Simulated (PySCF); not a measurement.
# FH, SMILES `F`: electronic structure

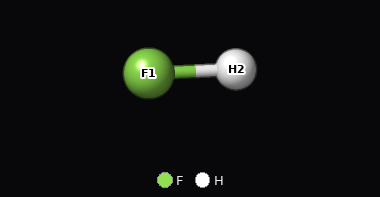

The molecule, with its atoms numbered as below. No frequency check shows the geometry to be a minimum.

Cartesian coordinates (Å):

```
F1       0.0932    0.0000    0.0000
H2      -0.8392    0.0000    0.0000
```

## 1. Bonding charge

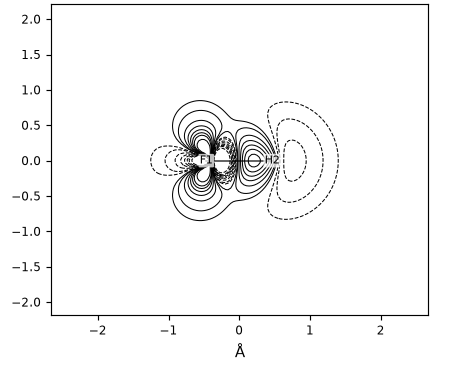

Deformation density (molecule less spherical, spin-averaged free atoms) in a plane that holds the bond; contours at ±0.05 to ±0.8 e/Å³; solid lines: gain, dashed lines: loss.

Computed with PySCF, HF/cc-pVTZ, geometry: GFN2-xTB.

Describe the bonding that the map shows.

Answer. F1–H2: +0.56 e/Å³ at the bond critical point (bond length 0.93 Å, Mayer order 1.0). In all, 0.4 electrons gather in the regions of gain relative to the promolecule.

## 2. Bond critical points

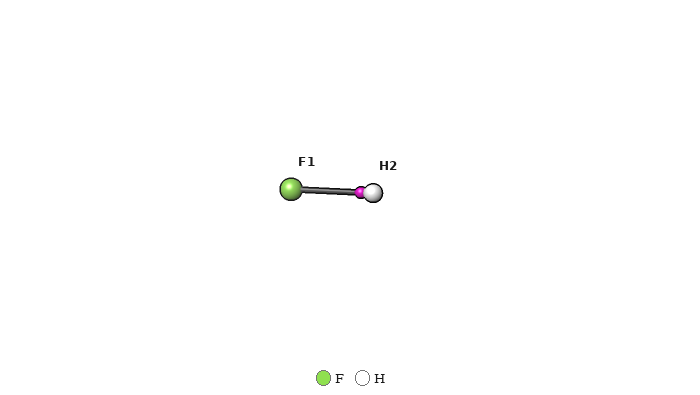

Molecular graph of the electron density (QTAIM): bond paths, bond critical points (magenta), ring points (cyan, if any); weak paths are dashed.

How many critical points of each kind are there, and does the count close?

Answer. 2 nuclei, 1 bond, 0 ring and 0 cage critical points: 2 − 1 + 0 − 0 = 1, as the Poincaré–Hopf relation requires.

Tabulate density, Laplacian, ellipticity and energy density at the bond critical points (atomic units).

Answer.
```tsv
bond	length (Å)	ρ (a.u.)	∇²ρ (a.u.)	ε	H (a.u.)
F1–H2	0.932	0.362	−3.21	0.00	−0.880
```

What kind of interaction is F1–H2?

Answer. Shared-shell (covalent): ρ = 0.362, ∇²ρ = −3.21, H = −0.880 a.u.

## 3. Electrostatic potential

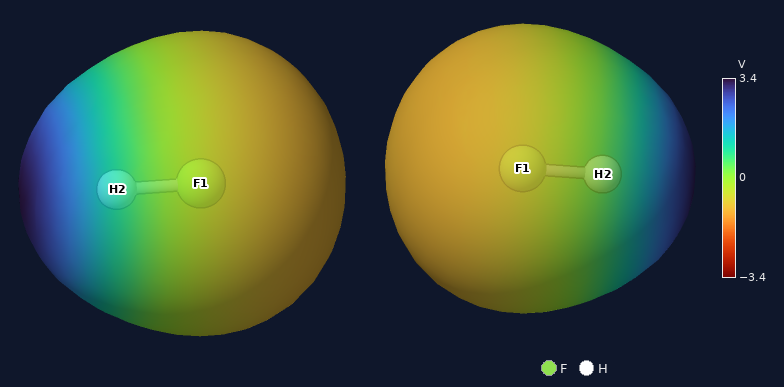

Electrostatic potential on the surface of electron density 0.001 a.u. (back view left, front view right).

Where are the extremes of the potential on the surface?

Answer. Highest: 3.33 V, 1.1 Å from H2. Further maxima include −1.05 V, 1.6 Å from F1. Lowest: −1.08 V, 1.6 Å from F1. The surface is sampled at points, so like sites can differ by a few per cent and only the strongest of them is named.

What volume does the surface enclose, and what is the dipole moment?

Answer. About 20 Å³; the dipole moment is 2.0 D.

## 4. Excited states

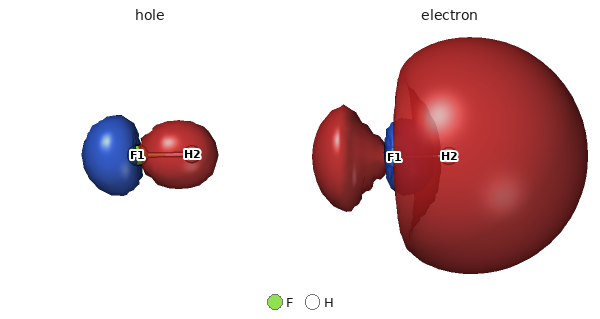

Leading natural transition orbital pair of S₃ (full linear response singlet states); the surfaces enclose about 85 % of each orbital's density.

PySCF calculation, ωB97X/def2-SVPD, gas phase; geometry: GFN2-xTB.

Where does the state lie, and where do hole and electron sit?

Answer. 14.25 eV (87 nm), f = 0.154 (bright), partly diffuse acceptor orbital; the leading pair carries 81 %; hole on F1 (85 %) and H2 (15 %), electron on H2 (66 %) and F1 (34 %) (atom shares of so diffuse an orbital are rough) (shares are of the whole state, not of the leading pair alone); their centroids lie 1.0 Å apart. In canonical orbitals it is mainly HOMO−2 → LUMO (79 %). The HOMO–LUMO gap is 17.14 eV.

## 5. In an electric field

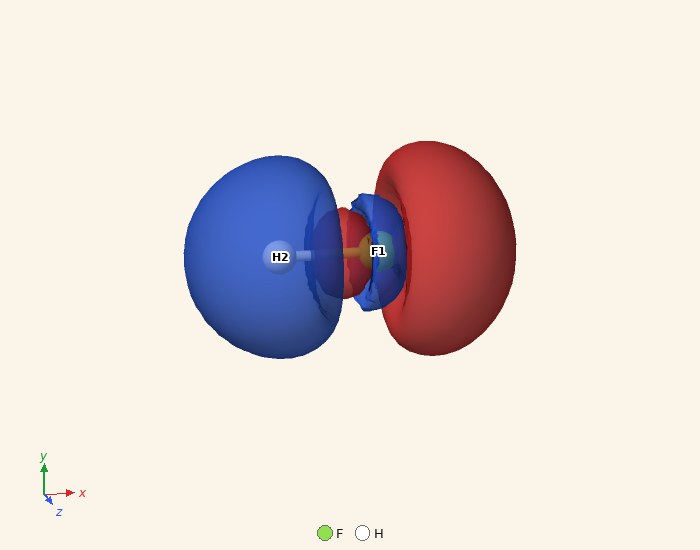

Change of the electron density in a uniform field of 0.21 V/Å, surfaces at ±0.0008 e/Å³ (blue: gain, red: loss).

Level of theory: TPSSh/def2-SVPD (PySCF), at a geometry from GFN2-xTB.

The field was applied in both directions; the picture shows the one opposite to the script's first.

Along which Cartesian direction does the field point?

Answer. Along +x: electrons gather on the −x side, against the field.

How large is the response?

Answer. The induced dipole is 0.07 D (along the field); α along this axis, from the fields in both directions, is 7 bohr³ (1.0 Å³).

## 6. Localised orbitals

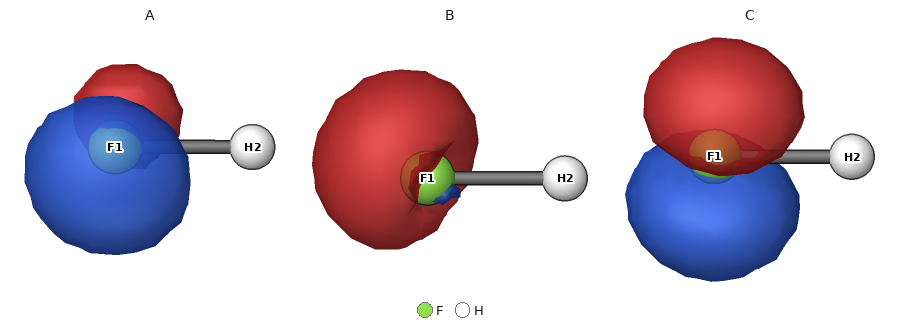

Intrinsic bond orbitals (IBO), occupied; each surface holds about 70 % of the orbital's density. Energies are diagonal elements of the Fock matrix.

PySCF calculation, HF/aug-cc-pVDZ, gas phase; geometry: GFN2-xTB.

What does each orbital represent in a Lewis picture?

Answer. By panel:
- A: lone pair on F1 (sp8.1-type) (F1 100 %; −20.0 eV)
- B: lone pair on F1 (sp0.7-type) (F1 100 %; −30.2 eV)
- C: lone pair on F1 (p-type) (F1 100 %; −17.8 eV)

How do all the valence pairs divide up?

Answer. 4 pairs: 3 lone pairs and 1 σ bond.

The PySCF runs shown took 0.9 s, 4.2 s, 2.7 s and 0.8 s on 1 thread of Intel(R) Xeon(R) Platinum 8488C (Sapphire Rapids) (shared host).
